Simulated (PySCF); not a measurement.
# C2H7NOSi: NMR shifts at several levels of theory

Aim: compute the NMR shifts of C2H7NOSi (`C=CO[SiH2]N`) at several levels, and see how far they spread and what each costs.

Computed with PySCF 2.14.0, with density-fitted response routines of our own, on a single molecule in the gas phase. Atoms count from 0, in the outputs and in this text.

## 1. The starting structure

12 atoms, charge 0, multiplicity 1; geometry from: GFN2-xTB. The atoms were then displaced at random by about 0.01 Å, so the start is not that level's minimum.

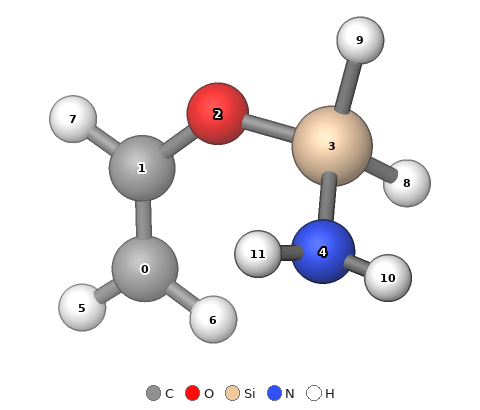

The starting geometry (carbon grey, oxygen red, silicon light orange, nitrogen blue, hydrogen white), atoms numbered.

## 2. Geometry optimisation at PBE0-D3(BJ)/def2-SVP

What the job is given:

```
{"job": {"xc": "PBE0", "basis": "def2-SVP", "d3": "d3bj", "grid": 1, "shake": 0.01, "kind": "geom"}, "charge": 0, "multiplicity": 1}
C      1.854240     0.592000    -0.017640
C      1.446890    -0.526950     0.523790
O      0.230280    -1.107810     0.395530
Si    -1.065530    -0.717600    -0.428080
N     -1.659000     0.833640     0.044970
H      2.820530     1.005250     0.133790
H      1.173120     1.188450    -0.636810
H      2.133340    -1.103350     1.147150
H     -0.880710    -0.596690    -1.845450
H     -1.898180    -1.883500    -0.026710
H     -2.515550     1.195190    -0.337070
H     -1.599740     1.093110     1.037500
```

On the command line:

```
> OMP_NUM_THREADS=1 python probes_run.py task.json out
```

The driver reads the jobs from task.json and runs them one after another.

Log:

```text
step   0  E = -499.30617242  max force = 0.061406
step   1  E = -499.31675281  max force = 0.013341
step   2  E = -499.31765080  max force = 0.006090
step   3  E = -499.31745626  max force = 0.006833
step   4  E = -499.31818977  max force = 0.005490
step   5  E = -499.31841041  max force = 0.001541
step   6  E = -499.31868690  max force = 0.001011
step   7  E = -499.31935349  max force = 0.004816
step   8  E = -499.31966661  max force = 0.004019
step   9  E = -499.32004586  max force = 0.003560
step  10  E = -499.32038443  max force = 0.003017
step  11  E = -499.32061815  max force = 0.001757
step  12  E = -499.32080811  max force = 0.002235
step  13  E = -499.32095970  max force = 0.004371
step  14  E = -499.32100802  max force = 0.004492
step  15  E = -499.32109991  max force = 0.001343
step  16  E = -499.32111347  max force = 0.000502
step  17  E = -499.32111722  max force = 0.000603
step  18  E = -499.32111870  max force = 0.000483
step  19  E = -499.32112036  max force = 0.000209
optimisation converged
```

Wall time 63 s (1 thread of Arm Neoverse V2, shared host); peak memory 0.46 GiB.

The steps of the relaxation: (the energy doesn't fall at every step)

| step | energy from step 0 (eV) | largest force component (eV/Å) |
| --- | --- | --- |
| 0 | 0.0000 | 3.1576 |
| 1 | -0.2879 | 0.6860 |
| 2 | -0.3123 | 0.3132 |
| 3 | -0.3070 | 0.3514 |
| 4 | -0.3270 | 0.2823 |
| 5 | -0.3330 | 0.0792 |
| 6 | -0.3405 | 0.0520 |
| 7 | -0.3587 | 0.2476 |
| 8 | -0.3672 | 0.2067 |
| 9 | -0.3775 | 0.1831 |
| 10 | -0.3867 | 0.1551 |
| 11 | -0.3931 | 0.0903 |
| 12 | -0.3983 | 0.1149 |
| 13 | -0.4024 | 0.2248 |
| 14 | -0.4037 | 0.2310 |
| 15 | -0.4062 | 0.0691 |
| 16 | -0.4066 | 0.0258 |
| 17 | -0.4067 | 0.0310 |
| 18 | -0.4067 | 0.0248 |
| 19 | -0.4068 | 0.0107 |

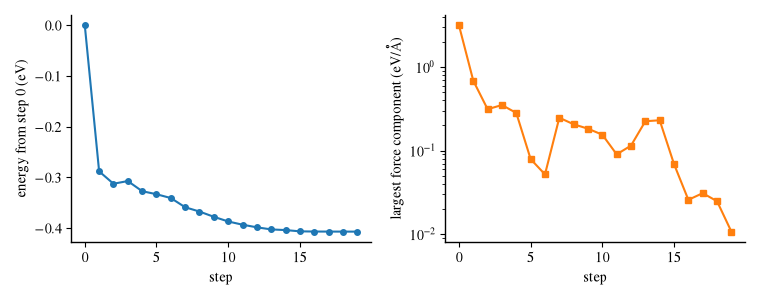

Energy and largest force along the relaxation.

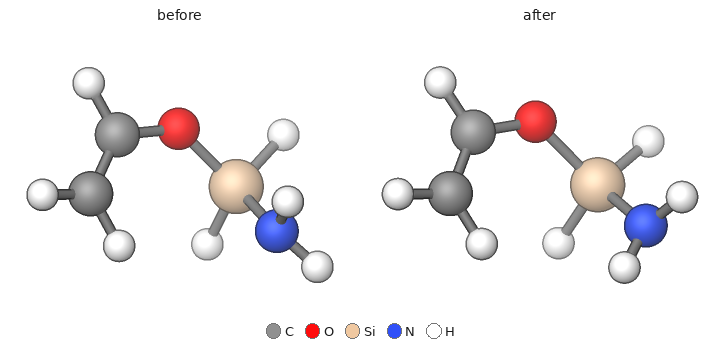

The geometry before (left) and after (right).

Close pairs (by a distance rule), those that changed most:

| bond | before (Å) | after (Å) | change (Å) |
| --- | --- | --- | --- |
| O2–Si3 | 1.584 | 1.692 | +0.108 |
| Si3–H8 | 1.434 | 1.490 | +0.055 |
| C0–C1 | 1.308 | 1.337 | +0.029 |
| C0–H5 | 1.062 | 1.091 | +0.029 |
| N4–H11 | 1.028 | 1.013 | -0.014 |
| Si3–N4 | 1.727 | 1.714 | -0.013 |
| C1–O2 | 1.354 | 1.343 | -0.011 |
| N4–H10 | 1.005 | 1.013 | +0.008 |

The end geometry stands in the next job.

| at the end point | value |
| --- | --- |
| point group (found at 0.08 Å tolerance) | C1 |
| rotational constants (GHz, main isotopes) | 7.301, 2.658, 2.178 |
| dipole moment (D) | 1.60 |

## 3. NMR shieldings: PBE0/pcSseg-2

What the job is given:

```
{"job": {"kind": "nmr", "xc": "PBE0", "basis": "pcSseg-2", "pop": false}, "charge": 0, "multiplicity": 1}
C      1.802909     0.580377    -0.051827
C      1.462278    -0.600201     0.475644
O      0.253771    -1.186527     0.455856
Si    -1.128976    -0.692522    -0.385707
N     -1.858063     0.770942     0.129610
H      2.832739     0.928672     0.035461
H      1.092669     1.224185    -0.576341
H      2.204001    -1.213188     1.001645
H     -0.750715    -0.525297    -1.816793
H     -2.065196    -1.814168    -0.131804
H     -1.498147     1.668882    -0.170900
H     -2.308350     0.839549     1.034915
```

With the program's defaults for keys left out, this is: GIAO PBE0/pcSseg-2 NMR shielding, non-relativistic, gas phase.

Log:

```text
coarse grid: 10288 points
cycle   1  E = -499.5702202105  dE =  4.492e-01  |g| = 7.246e-01  |ddm| = 2.379e+00
cycle   2  E = -499.4661468047  dE =  1.041e-01  |g| = 1.038e+00  |ddm| = 1.080e+00
cycle   3  E = -499.6651666455  dE = -1.990e-01  |g| = 1.350e-01  |ddm| = 7.451e-01
cycle   4  E = -499.6681732302  dE = -3.007e-03  |g| = 5.704e-02  |ddm| = 1.005e-01
cycle   5  E = -499.6688977004  dE = -7.245e-04  |g| = 1.469e-02  |ddm| = 4.253e-02
cycle   6  E = -499.6689474574  dE = -4.976e-05  |g| = 3.796e-03  |ddm| = 1.135e-02
cycle   7  E = -499.6689507783  dE = -3.321e-06  |g| = 5.769e-04  |ddm| = 2.867e-03
final grid: 94152 points
cycle   8  E = -499.6712859761  dE = -5.940e-05  |g| = 9.405e-03  |ddm| = 2.653e-02
cycle   9  E = -499.6712636116  dE =  2.236e-05  |g| = 1.432e-02  |ddm| = 1.111e-02
cycle  10  E = -499.6713029101  dE = -3.930e-05  |g| = 1.534e-03  |ddm| = 7.184e-03
cycle  11  E = -499.6713034040  dE = -4.940e-07  |g| = 3.872e-04  |ddm| = 1.259e-03
cycle  12  E = -499.6713034316  dE = -2.754e-08  |g| = 1.553e-04  |ddm| = 2.889e-04
cycle  13  E = -499.6713034373  dE = -5.728e-09  |g| = 2.796e-05  |ddm| = 1.110e-04
cycle  14  E = -499.6713034375  dE = -1.837e-10  |g| = 5.316e-06  |ddm| = 2.381e-05
converged SCF energy = -499.6713034375

GIAO shielding tensors (ppm)
atom      isotropic    diamagn.    paramagn.     s11        s22        s33       span
  0 C       88.655     258.165    -169.509     -8.073    116.273    157.767    165.839
  1 C       21.771     247.076    -225.306    -93.675     55.454    103.533    197.208
  2 O      167.615     394.875    -227.260     94.920    127.243    280.683    185.763
  3 Si     378.381     877.536    -499.155    345.722    390.423    398.998     53.275
  4 N      226.766     322.361     -95.594    203.620    228.695    247.984     44.364
  5 H       27.065      29.916      -2.852     25.586     26.146     29.462      3.876
  6 H       27.044      35.086      -8.042     24.817     25.871     30.443      5.625
  7 H       24.502      28.604      -4.101     21.303     24.990     27.214      5.910
  8 H       26.236      30.131      -3.895     23.435     24.723     30.550      7.115
  9 H       26.518      28.963      -2.445     22.623     25.249     31.682      9.059
 10 H       29.909      33.206      -3.297     23.841     26.651     39.236     15.395
 11 H       29.911      31.589      -1.678     24.138     25.660     39.936     15.798
```

It took 25 s on 1 thread of Arm Neoverse V2, shared host; peak memory 1.1 GiB.

Shifts follow as δ = σ(reference) − σ, with reference shieldings (ppm) from runs at the same level and on the same kind of geometry: 1H TMS 31.25, 13C TMS 184.1, 29Si TMS 341.3, 15N NH3 261.7, 17O H2O 328.2. The references are single molecules in the gas phase, so shifts against H2O, NH3, PH3, H3PO4 or CFCl3 are not on the usual liquid scales and can be off by tens of ppm. Atoms listed in one row are averaged.

| atoms | environment | σ (ppm) | δ (ppm) |
| --- | --- | --- | --- |
| C1 | alkene carbon bearing oxygen | 21.8 | 162.4 |
| C0 | β carbon of an enol-ether or enamine type C=C | 88.7 | 95.5 |
| H7 | hydrogen on an alkene carbon bearing oxygen | 24.50 | 6.74 |
| H8, H9 | hydrogen on a silicon bonded to N, O | 26.38 | 4.87 |
| H6 | hydrogen on a β carbon of an enol-ether or enamine type C=C | 27.04 | 4.20 |
| H5 | hydrogen on a β carbon of an enol-ether or enamine type C=C | 27.06 | 4.18 |
| H10, H11 | hydrogen on a nitrogen bonded to Si | 29.91 | 1.33 |
| O2 | oxygen bonded to C, Si | 167.6 | 160.5 |
| Si3 | silicon bonded to N, O, 2 H | 378.4 | -37.1 |
| N4 | nitrogen bonded to Si, 2 H | 226.8 | 34.9 |

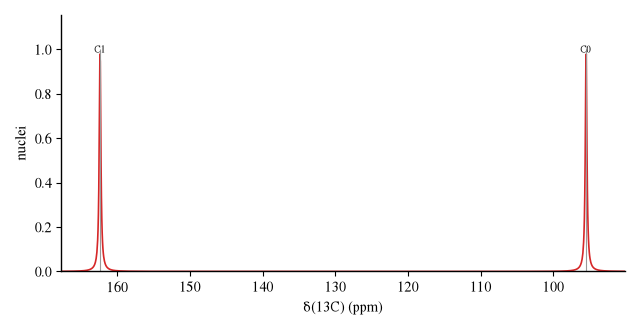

13C lines at the computed shifts, without couplings. Lines are broadened to a width of 0.27 ppm (Lorentzian).

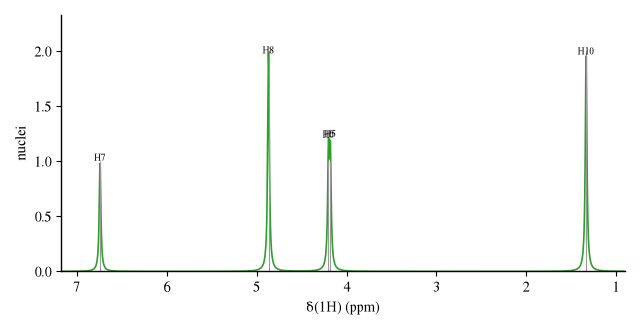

1H lines at the computed shifts, without couplings. Lines are broadened to a width of 0.02 ppm (Lorentzian).

## 4. Shielding tensors: mPW1PW91/pcSseg-2

The job, as its differences from that of step 3:

```diff
@@ -1,2 +1,2 @@
-{"job": {"kind": "nmr", "xc": "PBE0", "basis": "pcSseg-2", "pop": false}, "charge": 0, "multiplicity": 1}
+{"job": {"kind": "nmr", "xc": "mPW1PW91", "basis": "pcSseg-2", "pop": false}, "charge": 0, "multiplicity": 1}
 C      1.802909     0.580377    -0.051827
```

Level: GIAO mPW1PW91/pcSseg-2 NMR shielding, non-relativistic, gas phase.

Log:

```text
coarse grid: 10288 points
cycle   1  E = -499.8890406926  dE =  4.507e-01  |g| = 7.417e-01  |ddm| = 2.374e+00
cycle   2  E = -499.7790812561  dE =  1.100e-01  |g| = 1.065e+00  |ddm| = 1.120e+00
cycle   3  E = -499.9879294774  dE = -2.088e-01  |g| = 1.394e-01  |ddm| = 7.849e-01
cycle   4  E = -499.9911872977  dE = -3.258e-03  |g| = 5.800e-02  |ddm| = 1.038e-01
cycle   5  E = -499.9919356092  dE = -7.483e-04  |g| = 1.500e-02  |ddm| = 4.327e-02
cycle   6  E = -499.9919878048  dE = -5.220e-05  |g| = 3.790e-03  |ddm| = 1.157e-02
cycle   7  E = -499.9919911025  dE = -3.298e-06  |g| = 6.157e-04  |ddm| = 2.895e-03
final grid: 94152 points
cycle   8  E = -499.9942510537  dE = -5.587e-05  |g| = 6.873e-03  |ddm| = 2.735e-02
cycle   9  E = -499.9942405192  dE =  1.053e-05  |g| = 1.008e-02  |ddm| = 8.184e-03
cycle  10  E = -499.9942604282  dE = -1.991e-05  |g| = 1.061e-03  |ddm| = 5.027e-03
cycle  11  E = -499.9942606447  dE = -2.165e-07  |g| = 3.600e-04  |ddm| = 9.262e-04
cycle  12  E = -499.9942606682  dE = -2.343e-08  |g| = 1.372e-04  |ddm| = 2.690e-04
cycle  13  E = -499.9942606726  dE = -4.495e-09  |g| = 2.189e-05  |ddm| = 9.523e-05
cycle  14  E = -499.9942606728  dE = -1.169e-10  |g| = 4.897e-06  |ddm| = 1.998e-05
converged SCF energy = -499.9942606728

GIAO shielding tensors (ppm)
atom      isotropic    diamagn.    paramagn.     s11        s22        s33       span
  0 C       87.869     258.291    -170.421     -9.204    115.632    157.180    166.384
  1 C       21.117     247.061    -225.944    -94.650     54.942    103.059    197.708
  2 O      168.216     394.905    -226.690     95.832    128.332    280.482    184.649
  3 Si     377.831     877.659    -499.828    345.408    389.671    398.415     53.007
  4 N      226.315     322.248     -95.933    203.592    227.944    247.409     43.817
  5 H       27.119      29.925      -2.806     25.647     26.206     29.504      3.857
  6 H       27.104      35.100      -7.997     24.874     25.934     30.503      5.628
  7 H       24.575      28.601      -4.026     21.392     25.064     27.268      5.876
  8 H       26.323      30.224      -3.901     23.522     24.815     30.633      7.111
  9 H       26.601      29.013      -2.412     22.717     25.331     31.753      9.036
 10 H       29.966      33.190      -3.224     23.909     26.732     39.257     15.347
 11 H       29.973      31.592      -1.619     24.207     25.751     39.961     15.753
```

It took 26 s on 1 thread of Arm Neoverse V2, shared host; peak memory 1.1 GiB.

In short: δ C1 162.4, C0 95.7, O2 158.9, Si3 -37.8, H7 6.72, H8 4.83 ppm (means over like atoms).

## 5. NMR shieldings: WP04/pcSseg-2

The job, as its differences from that of step 4:

```diff
@@ -1,2 +1,2 @@
-{"job": {"kind": "nmr", "xc": "mPW1PW91", "basis": "pcSseg-2", "pop": false}, "charge": 0, "multiplicity": 1}
+{"job": {"kind": "nmr", "xc": "WP04", "basis": "pcSseg-2", "pop": false}, "charge": 0, "multiplicity": 1}
 C      1.802909     0.580377    -0.051827
```

Method: GIAO WP04/pcSseg-2 NMR shielding, non-relativistic, gas phase.

Log:

```text
coarse grid: 10288 points
cycle   1  E = -507.7942962873  dE =  4.666e-01  |g| = 1.145e+00  |ddm| = 2.343e+00
cycle   2  E = -507.3162018823  dE =  4.781e-01  |g| = 1.889e+00  |ddm| = 1.946e+00
cycle   3  E = -508.0129120659  dE = -6.967e-01  |g| = 3.139e-01  |ddm| = 1.582e+00
cycle   4  E = -508.0296458763  dE = -1.673e-02  |g| = 1.462e-01  |ddm| = 2.436e-01
cycle   5  E = -508.0343174392  dE = -4.672e-03  |g| = 4.140e-02  |ddm| = 1.017e-01
cycle   6  E = -508.0347247618  dE = -4.073e-04  |g| = 1.151e-02  |ddm| = 3.241e-02
cycle   7  E = -508.0347536776  dE = -2.892e-05  |g| = 3.249e-03  |ddm| = 7.984e-03
cycle   8  E = -508.0347556563  dE = -1.979e-06  |g| = 1.009e-03  |ddm| = 2.276e-03
final grid: 94152 points
cycle   9  E = -508.0416320714  dE = -1.014e-04  |g| = 8.161e-03  |ddm| = 3.962e-02
cycle  10  E = -508.0416124812  dE =  1.959e-05  |g| = 1.254e-02  |ddm| = 1.099e-02
cycle  11  E = -508.0416450051  dE = -3.252e-05  |g| = 2.349e-03  |ddm| = 7.064e-03
cycle  12  E = -508.0416461594  dE = -1.154e-06  |g| = 6.626e-04  |ddm| = 1.844e-03
cycle  13  E = -508.0416462378  dE = -7.837e-08  |g| = 2.779e-04  |ddm| = 4.738e-04
cycle  14  E = -508.0416462543  dE = -1.656e-08  |g| = 6.040e-05  |ddm| = 1.881e-04
cycle  15  E = -508.0416462552  dE = -8.517e-10  |g| = 1.387e-05  |ddm| = 4.781e-05
converged SCF energy = -508.0416462552

GIAO shielding tensors (ppm)
atom      isotropic    diamagn.    paramagn.     s11        s22        s33       span
  0 C       76.139     257.425    -181.286    -21.353    102.860    146.909    168.261
  1 C       11.164     246.984    -235.820   -103.010     44.648     91.855    194.865
  2 O      169.690     395.896    -226.206    100.143    137.560    271.366    171.223
  3 Si     377.156     879.531    -502.375    350.691    383.470    397.307     46.616
  4 N      218.921     322.343    -103.422    201.960    215.266    239.537     37.576
  5 H       27.570      30.120      -2.550     26.166     26.742     29.801      3.635
  6 H       27.632      35.632      -8.000     25.392     26.493     31.011      5.618
  7 H       25.194      28.836      -3.642     22.181     25.715     27.686      5.504
  8 H       27.325      31.118      -3.793     24.547     25.821     31.606      7.059
  9 H       27.569      29.572      -2.003     23.802     26.271     32.632      8.830
 10 H       30.376      33.520      -3.143     24.504     27.378     39.246     14.741
 11 H       30.393      31.767      -1.374     24.767     26.491     39.921     15.153
```

Wall time 26 s (1 thread of Arm Neoverse V2, shared host); peak memory 1.1 GiB.

Key values: δ C1 160.9, C0 96.0, O2 144.4, Si3 -49.2, H7 6.42, H8 4.16 ppm (means over like atoms).

## 6. NMR shieldings: B97-2/pcSseg-2

The job, as its differences from that of step 5:

```diff
@@ -1,2 +1,2 @@
-{"job": {"kind": "nmr", "xc": "WP04", "basis": "pcSseg-2", "pop": false}, "charge": 0, "multiplicity": 1}
+{"job": {"kind": "nmr", "xc": "B97-2", "basis": "pcSseg-2", "pop": false}, "charge": 0, "multiplicity": 1}
 C      1.802909     0.580377    -0.051827
```

Method: GIAO B97-2/pcSseg-2 NMR shielding, non-relativistic, gas phase.

Log:

```text
coarse grid: 10288 points
cycle   1  E = -499.8620982007  dE =  4.378e-01  |g| = 7.554e-01  |ddm| = 2.385e+00
cycle   2  E = -499.7296555829  dE =  1.324e-01  |g| = 1.120e+00  |ddm| = 1.191e+00
cycle   3  E = -499.9653332111  dE = -2.357e-01  |g| = 1.505e-01  |ddm| = 8.562e-01
cycle   4  E = -499.9692976965  dE = -3.964e-03  |g| = 6.285e-02  |ddm| = 1.156e-01
cycle   5  E = -499.9701881129  dE = -8.904e-04  |g| = 1.637e-02  |ddm| = 4.707e-02
cycle   6  E = -499.9702519030  dE = -6.379e-05  |g| = 4.150e-03  |ddm| = 1.276e-02
cycle   7  E = -499.9702558675  dE = -3.965e-06  |g| = 7.824e-04  |ddm| = 3.221e-03
final grid: 94152 points
cycle   8  E = -499.9721547845  dE = -7.828e-05  |g| = 4.632e-03  |ddm| = 3.442e-02
cycle   9  E = -499.9721518285  dE =  2.956e-06  |g| = 5.634e-03  |ddm| = 4.635e-03
cycle  10  E = -499.9721575399  dE = -5.711e-06  |g| = 1.158e-03  |ddm| = 3.097e-03
cycle  11  E = -499.9721577318  dE = -1.920e-07  |g| = 4.253e-04  |ddm| = 8.133e-04
cycle  12  E = -499.9721577704  dE = -3.858e-08  |g| = 1.129e-04  |ddm| = 3.342e-04
cycle  13  E = -499.9721577731  dE = -2.658e-09  |g| = 3.479e-05  |ddm| = 8.418e-05
cycle  14  E = -499.9721577734  dE = -3.126e-10  |g| = 3.010e-06  |ddm| = 2.493e-05
converged SCF energy = -499.9721577734

GIAO shielding tensors (ppm)
atom      isotropic    diamagn.    paramagn.     s11        s22        s33       span
  0 C       90.298     258.432    -168.133     -3.714    117.480    157.129    160.843
  1 C       24.357     247.687    -223.330    -87.732     57.586    103.216    190.949
  2 O      170.800     395.348    -224.548    100.095    131.868    280.437    180.342
  3 Si     386.815     877.800    -490.985    355.746    398.331    406.368     50.622
  4 N      227.129     322.301     -95.171    205.881    227.562    247.945     42.064
  5 H       27.229      29.909      -2.680     25.752     26.305     29.631      3.879
  6 H       27.205      35.335      -8.130     24.992     26.064     30.561      5.569
  7 H       24.658      28.600      -3.942     21.484     25.212     27.279      5.796
  8 H       26.462      30.418      -3.956     23.665     24.956     30.766      7.101
  9 H       26.741      29.130      -2.390     22.863     25.471     31.888      9.025
 10 H       30.066      33.341      -3.275     24.031     26.840     39.326     15.295
 11 H       30.071      31.698      -1.627     24.326     25.867     40.018     15.692
```

Wall time 25 s (1 thread of Arm Neoverse V2, shared host); peak memory 1.1 GiB.

Key values: δ C1 159.1, C0 93.2, O2 155.4, Si3 -39.2, H7 6.70, H8 4.76 ppm (means over like atoms).

## 7. NMR shieldings: BHandHLYP/pcSseg-2

The job, as its differences from that of step 6:

```diff
@@ -1,2 +1,2 @@
-{"job": {"kind": "nmr", "xc": "B97-2", "basis": "pcSseg-2", "pop": false}, "charge": 0, "multiplicity": 1}
+{"job": {"kind": "nmr", "xc": "BHandHLYP", "basis": "pcSseg-2", "pop": false}, "charge": 0, "multiplicity": 1}
 C      1.802909     0.580377    -0.051827
```

Method: GIAO BHandHLYP/pcSseg-2 NMR shielding, non-relativistic, gas phase.

Log:

```text
coarse grid: 10288 points
cycle   1  E = -499.8314310089  dE =  4.924e-01  |g| = 6.621e-01  |ddm| = 2.351e+00
cycle   2  E = -499.8251512454  dE =  6.280e-03  |g| = 7.142e-01  |ddm| = 7.130e-01
cycle   3  E = -499.9137031488  dE = -8.855e-02  |g| = 8.346e-02  |ddm| = 4.129e-01
cycle   4  E = -499.9146596211  dE = -9.565e-04  |g| = 4.290e-02  |ddm| = 6.176e-02
cycle   5  E = -499.9150734254  dE = -4.138e-04  |g| = 8.755e-03  |ddm| = 3.107e-02
cycle   6  E = -499.9150898116  dE = -1.639e-05  |g| = 1.777e-03  |ddm| = 6.076e-03
cycle   7  E = -499.9150905793  dE = -7.677e-07  |g| = 4.155e-04  |ddm| = 1.567e-03
final grid: 94152 points
cycle   8  E = -499.9194787905  dE = -2.424e-05  |g| = 2.814e-03  |ddm| = 1.748e-02
cycle   9  E = -499.9194790777  dE = -2.872e-07  |g| = 2.600e-03  |ddm| = 3.151e-03
cycle  10  E = -499.9194804785  dE = -1.401e-06  |g| = 2.820e-04  |ddm| = 1.399e-03
cycle  11  E = -499.9194804915  dE = -1.300e-08  |g| = 1.443e-04  |ddm| = 2.473e-04
cycle  12  E = -499.9194804959  dE = -4.488e-09  |g| = 3.580e-05  |ddm| = 1.127e-04
cycle  13  E = -499.9194804962  dE = -2.125e-10  |g| = 1.125e-05  |ddm| = 2.237e-05
converged SCF energy = -499.9194804962

GIAO shielding tensors (ppm)
atom      isotropic    diamagn.    paramagn.     s11        s22        s33       span
  0 C       88.372     256.308    -167.936    -12.659    119.157    158.618    171.278
  1 C       20.706     245.214    -224.508   -101.723     57.321    106.519    208.242
  2 O      183.538     395.041    -211.503    111.992    149.909    288.714    176.722
  3 Si     387.355     875.920    -488.566    358.965    396.828    406.270     47.305
  4 N      229.234     321.598     -92.364    208.465    229.147    250.089     41.623
  5 H       27.289      30.039      -2.749     25.704     26.317     29.847      4.142
  6 H       27.305      34.975      -7.670     24.967     26.103     30.844      5.878
  7 H       24.765      28.787      -4.021     21.517     25.193     27.585      6.068
  8 H       26.738      30.097      -3.359     23.922     25.178     31.115      7.193
  9 H       26.978      29.084      -2.107     23.078     25.616     32.239      9.162
 10 H       30.103      33.327      -3.224     23.942     26.777     39.591     15.649
 11 H       30.111      31.720      -1.609     24.217     25.793     40.323     16.106
```

Wall time 24 s (1 thread of Arm Neoverse V2, shared host); peak memory 1.1 GiB.

This run: δ C1 163.6, C0 95.9, O2 143.1, Si3 -41.6, H7 6.68, H8 4.59 ppm (means over like atoms).

(Part 1 of 2 ends here.)
